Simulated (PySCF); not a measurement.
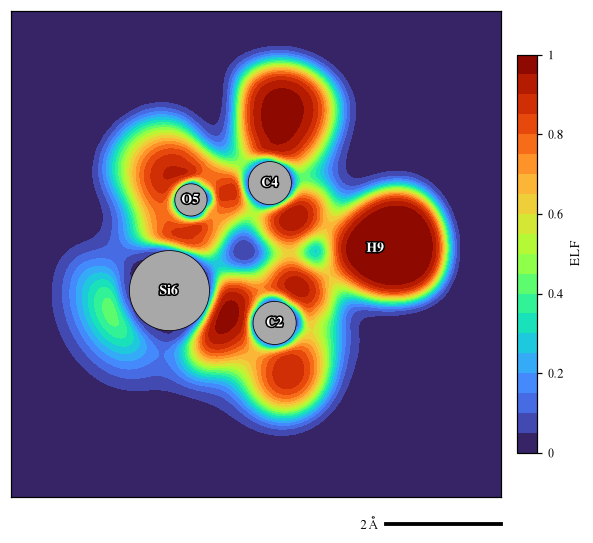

C3H7ClOSi (SMILES Cl[C@H]1CCO[SiH2]1). ELF on the plane of atoms C2, Si6 and O5. Grey discs cover the atomic cores.

Geometry: GFN2-xTB.

These are results of PBE0/pcSseg-1, SCF density, gas phase, non-relativistic (PySCF 2.14.0), not measurements.

| atom | x (Å) | y (Å) | z (Å) |
| --- | --- | --- | --- |
| Cl | -0.4492 | 1.8331 | -1.4782 |
| C | -0.1525 | 1.1165 | 0.1376 |
| C | -1.0808 | -0.0678 | 0.3521 |
| C | -0.4389 | -1.2621 | -0.3546 |
| O | 0.9572 | -1.2165 | -0.1530 |
| Si | 1.5713 | 0.2653 | 0.1328 |
| H | -0.3370 | 1.9139 | 0.8527 |
| H | -1.1260 | -0.2709 | 1.4245 |
| H | -2.0903 | 0.1123 | -0.0173 |
| H | -0.8033 | -2.2146 | 0.0378 |
| H | -0.6388 | -1.2204 | -1.4300 |
| H | 2.3903 | 0.7325 | -0.9732 |
| H | 2.1936 | 0.2792 | 1.4511 |

Q: Interpret the plot.

A: The section cuts through C, O, Si and H sites.
C–O (1.41 Å): the ELF peaks at about 0.90 between the atoms, as expected for a shared but strongly polarised pair.
Si–O (1.63 Å): the ELF peaks at about 0.85 between the atoms; a polar covalent bond.
C–Si (1.92 Å): the ELF peaks at about 0.95 between the atoms, as expected for a shared electron pair.
The ELF also peaks beside O5, away from the bonds: lone-pair regions.
